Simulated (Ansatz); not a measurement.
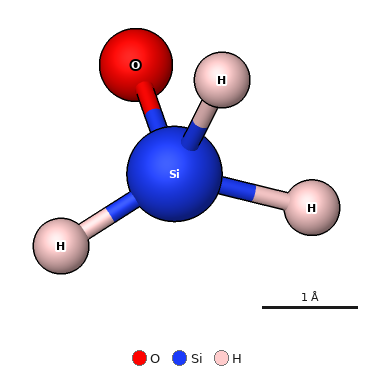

*The input geometry (ball-and-stick view, seen at a tilt).*

## Run report: SiH3O (charge −1), geometry relaxation

SiH3O, charge −1, computed with RKS PBE-D4/def2-SVPD (Ansatz 0.2.0).

**Output**
```
Functional definition: PBE
  name "PBE"
  cite "Perdew, Burke & Ernzerhof, Phys. Rev. Lett. 77, 3865 (1996) doi:10.1103/PhysRevLett.77.3865"
  parent pbe
  parameter kappa = 0.804
  parameter beta = 0.06672455060314922
  exchange = pbe_x(kappa = kappa, mu = beta*pi^2/3)
  correlation = pbe_c(beta = beta)
605 factors; their error is unknown
mean field evaluation 1: about -9962.3521 eV, gradient 1.5e1 eV
mean field evaluation 2: about -9959.0385 eV, gradient 4.3e1 eV
mean field evaluation 4: about -9963.1066 eV, gradient 2.1e0 eV
mean field evaluation 8: about -9963.1206 eV, gradient 1.6e-2 eV
mean field -9963.10491596 eV, -366.1373524266 hartree, gradient 6.9e-5 eV, S^2 0.000000; 0 other end points of the search recorded, 0 dependent functions left out
the calculation of the forces begins
reference -9963.10495202 eV, -366.1373537515 hartree; 13, 13 occupied and 58, 58 virtual orbitals, 605 factors
relax step   1: F+E_penalty+E_count = -9963.18655263 eV  Δ(F+E_penalty+E_count) = +0.000e0 eV  max|allowed force component| = 6.813e0 eV/Å  Δτ_max = 0.0000 Å  (24 SCF iters, accepted)
these checks for a lower state are left out or cut short: starts, cluster_reference, orbital_swaps, neighbouring_geometries, increment
605 factors; their error is unknown
mean field evaluation 16: about -9963.9764 eV, gradient 1.4e1 eV
mean field -9964.20251358 eV, -366.1776883952 hartree, gradient 2.5e-5 eV, S^2 0.000000; 0 other end points of the search recorded, 0 dependent functions left out
the calculation of the forces begins
reference -9964.20254895 eV, -366.1776896949 hartree; 13, 13 occupied and 58, 58 virtual orbitals, 605 factors
relax step   2: F+E_penalty+E_count = -9964.28569707 eV  Δ(F+E_penalty+E_count) = -1.099e0 eV  max|allowed force component| = 3.488e0 eV/Å  Δτ_max = 0.1947 Å  (33 SCF iters, accepted)
these checks for a lower state are left out or cut short: starts, cluster_reference, orbital_swaps, neighbouring_geometries, increment
605 factors; their error is unknown
mean field -9964.51093904 eV, -366.1890228215 hartree, gradient 2.4e-5 eV, S^2 0.000000; 0 other end points of the search recorded, 0 dependent functions left out
the calculation of the forces begins
reference -9964.51097529 eV, -366.1890241537 hartree; 13, 13 occupied and 58, 58 virtual orbitals, 605 factors
relax step   3: F+E_penalty+E_count = -9964.59524186 eV  Δ(F+E_penalty+E_count) = -3.095e-1 eV  max|allowed force component| = 5.927e-1 eV/Å  Δτ_max = 0.1549 Å  (26 SCF iters, accepted)
these checks for a lower state are left out or cut short: starts, cluster_reference, orbital_swaps, neighbouring_geometries, increment
605 factors; their error is unknown
mean field evaluation 32: about -9964.5485 eV, gradient 1.0e-2 eV
mean field -9964.53249561 eV, -366.1898150111 hartree, gradient 2.5e-5 eV, S^2 0.000000; 0 other end points of the search recorded, 0 dependent functions left out
the calculation of the forces begins
reference -9964.53253189 eV, -366.1898163443 hartree; 13, 13 occupied and 58, 58 virtual orbitals, 605 factors
relax step   4: F+E_penalty+E_count = -9964.61685071 eV  Δ(F+E_penalty+E_count) = -2.161e-2 eV  max|allowed force component| = 1.200e-1 eV/Å  Δτ_max = 0.0372 Å  (28 SCF iters, accepted)
these checks for a lower state are left out or cut short: starts, cluster_reference, orbital_swaps, neighbouring_geometries, increment
605 factors; their error is unknown
mean field -9964.53296551 eV, -366.1898322796 hartree, gradient 2.3e-5 eV, S^2 0.000000; 0 other end points of the search recorded, 0 dependent functions left out
the calculation of the forces begins
reference -9964.53300180 eV, -366.1898336131 hartree; 13, 13 occupied and 58, 58 virtual orbitals, 605 factors
relax step   5: F+E_penalty+E_count = -9964.61740756 eV  Δ(F+E_penalty+E_count) = -5.569e-4 eV  max|allowed force component| = 3.020e-2 eV/Å  Δτ_max = 0.0097 Å  (27 SCF iters, accepted)
these checks for a lower state are left out or cut short: starts, cluster_reference, orbital_swaps, neighbouring_geometries, increment
605 factors; their error is unknown
mean field -9964.53298095 eV, -366.1898328468 hartree, gradient 7.2e-5 eV, S^2 0.000000; 0 other end points of the search recorded, 0 dependent functions left out
the calculation of the forces begins
reference -9964.53301725 eV, -366.1898341808 hartree; 13, 13 occupied and 58, 58 virtual orbitals, 605 factors
relax step   6: F+E_penalty+E_count = -9964.61744501 eV  Δ(F+E_penalty+E_count) = -3.745e-5 eV  max|allowed force component| = 4.146e-3 eV/Å  Δτ_max = 0.0021 Å  (18 SCF iters, accepted)
605 factors; their error is unknown
mean field evaluation 64: about -9964.5330 eV, gradient 1.8e-5 eV
```

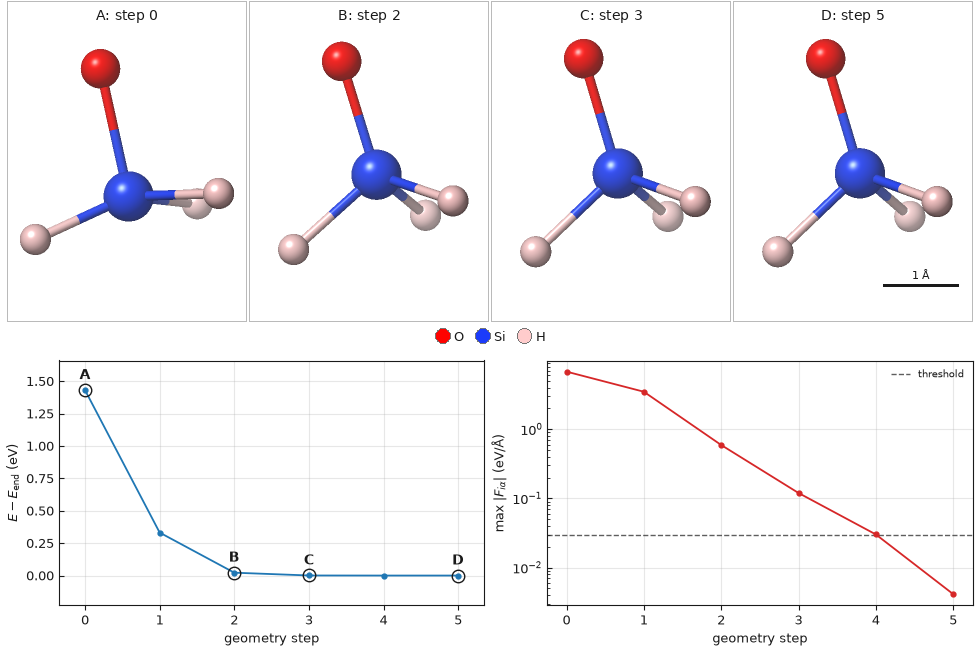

*Frames of the relaxation (ball-and-stick view, seen at a tilt) above the curves, on which the letters mark them (the first geometry is step 0 here and step 1 in the log).*

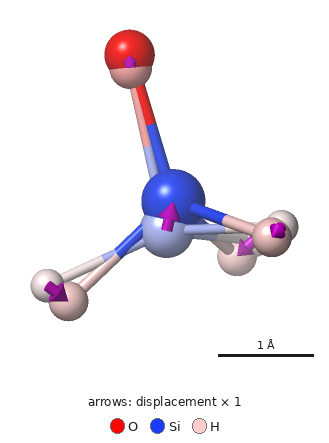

*Start (faint) and end (solid) with the displacements as pink arrows, at true length (ball-and-stick view, seen at a tilt). The two geometries are laid on each other by the best rigid fit.*

After 5 geometry steps the energy has fallen by 1.431 eV. The largest force component goes from 6.8 to 0.0041 eV/Å. The largest move after the best rigid fit is that of Si2, 0.32 Å. Largest moves by element: Si 0.32 Å, H 0.29 Å, O 0.13 Å. Distances before and after: O1–Si2 1.759 → 1.609 Å, Si2–H3 1.420 → 1.549 Å. Among the angles that change: H3–Si2–H4 133.3° → 101.1°, H3–Si2–H5 123.7° → 101.1°, O1–Si2–H4 99.4° → 116.9°. (Atoms are counted from 1 in the order of the input.)

```
mean field -9964.53298095 eV, -366.1898328468 hartree, gradient 7.2e-5 eV, S^2 0.000000; 1 other end points of the search recorded, 0 dependent functions left out
the calculation of the forces begins
reference -9964.53301725 eV, -366.1898341808 hartree; 13, 13 occupied and 58, 58 virtual orbitals, 605 factors
Total energy: -9964.61748131 eV, -366.1929381778 hartree
Atom 0 at     0.262913    -0.696912     1.012436 Å, force     0.002358    -0.001392     0.001886 eV/Å
Atom 1 at     0.073353     0.147054    -0.343853 Å, force    -0.004146    -0.000387    -0.003300 eV/Å
Atom 2 at     1.134895    -0.058018    -1.452721 Å, force     0.000698    -0.000307     0.001495 eV/Å
Atom 3 at    -1.235435    -0.087417    -1.138040 Å, force     0.000784     0.000958     0.000080 eV/Å
Atom 4 at     0.071437     1.690259    -0.215073 Å, force     0.000305     0.001128    -0.000161 eV/Å
Dipole moment:    -0.045168     0.202280    -0.324822 e Å
```

**Trajectory as extended XYZ (Å, eV, eV/Å), 6 frames, from step=1 to step=6**
```
5
Properties=species:S:1:pos:R:3:forces:R:3 step=1 energy=-9963.18655
O     0.2615   -0.6409    0.8912    0.1566   1.0094  -2.5675
Si    0.1511    0.2033   -0.6476   -2.4818  -1.2267   6.8127
H     1.3375   -0.2098   -1.3096    1.2079   0.0162  -1.9145
H    -1.3571   -0.0026   -0.9422    0.3890  -0.2011  -1.3427
H    -0.0859    1.6450   -0.1291    0.7282   0.4021  -0.9880
5
Properties=species:S:1:pos:R:3:forces:R:3 step=2 energy=-9964.28570
O     0.3015   -0.7213    0.9658   -0.2990   1.2731  -2.0052
Si    0.0967    0.1779   -0.4624   -0.5517  -1.3304   3.4881
H     1.2596   -0.1433   -1.3706   -0.0564   0.2790  -0.7179
H    -1.3401   -0.0376   -1.0688    0.5932  -0.0254  -0.3837
H    -0.0106    1.7193   -0.2012    0.3138  -0.1963  -0.3812
5
Properties=species:S:1:pos:R:3:forces:R:3 step=3 energy=-9964.59524
O     0.2661   -0.6841    0.9788    0.0451  -0.3417   0.5927
Si    0.0677    0.1571   -0.3609    0.0769   0.0378   0.0580
H     1.1342   -0.0707   -1.4253    0.1816   0.0355  -0.3367
H    -1.2279   -0.0870   -1.1212   -0.2985  -0.0122  -0.2584
H     0.0670    1.6796   -0.2087   -0.0052   0.2806  -0.0556
5
Properties=species:S:1:pos:R:3:forces:R:3 step=4 energy=-9964.61685
O     0.2624   -0.6970    1.0136    0.0059   0.0269  -0.0621
Si    0.0755    0.1460   -0.3461    0.0015  -0.0345   0.1200
H     1.1354   -0.0593   -1.4532    0.0208  -0.0031  -0.0157
H    -1.2316   -0.0810   -1.1346   -0.0544  -0.0323  -0.0455
H     0.0655    1.6863   -0.2169    0.0262   0.0430   0.0033
5
Properties=species:S:1:pos:R:3:forces:R:3 step=5 energy=-9964.61741
O     0.2627   -0.6965    1.0130   -0.0040   0.0096  -0.0214
Si    0.0723    0.1471   -0.3443    0.0152  -0.0117   0.0302
H     1.1339   -0.0567   -1.4526    0.0053  -0.0052  -0.0044
H    -1.2352   -0.0890   -1.1387   -0.0074   0.0049  -0.0017
H     0.0735    1.6901   -0.2146   -0.0091   0.0024  -0.0027
5
Properties=species:S:1:pos:R:3:forces:R:3 step=6 energy=-9964.61744
O     0.2629   -0.6969    1.0124    0.0024  -0.0014   0.0019
Si    0.0734    0.1471   -0.3439   -0.0041  -0.0004  -0.0033
H     1.1349   -0.0580   -1.4527    0.0007  -0.0003   0.0015
H    -1.2354   -0.0874   -1.1380    0.0008   0.0010   0.0001
H     0.0714    1.6903   -0.2151    0.0003   0.0011  -0.0002
```

The run was set up as follows.

**Input**
```yaml
crystal:
  periodic: [false, false, false]
  atoms:
    - {symbol: O, position_ang: [0.261548, -0.640882, 0.891188]}
    - {symbol: Si, position_ang: [0.151122, 0.203282, -0.647576]}
    - {symbol: H, position_ang: [1.337517, -0.209821, -1.309553]}
    - {symbol: H, position_ang: [-1.357090, -0.002636, -0.942247]}
    - {symbol: H, position_ang: [-0.085934, 1.645023, -0.129064]}
basis:
  gaussian: {orbitals: def2-SVPD}
total_charge: -1
hamiltonian: {xc: pbe, dispersion: d4}
relax: {f_tol: 0.03, max_steps: 250}
```

Launch command:
```bash
ansatz run in.yaml --threads 2 --pin off --events-out ev --progress --plain --max-ram 4352MiB
```

**Summary**

- outcome: converged
- total energy: −9964.6175 eV
- mean-field energy: −9964.5330 eV
- dispersion energy: −0.0845 eV
- SCF solution under orbital rotations: stable
- largest force (length of the vector) at the end: 0.005 eV/Å
- hardware: 2 threads of Arm Neoverse V2, 23 GiB of memory available, shared host
- wall time: 4.7 s (CPU time 8.4 s)
- peak memory: 0.11 GiB
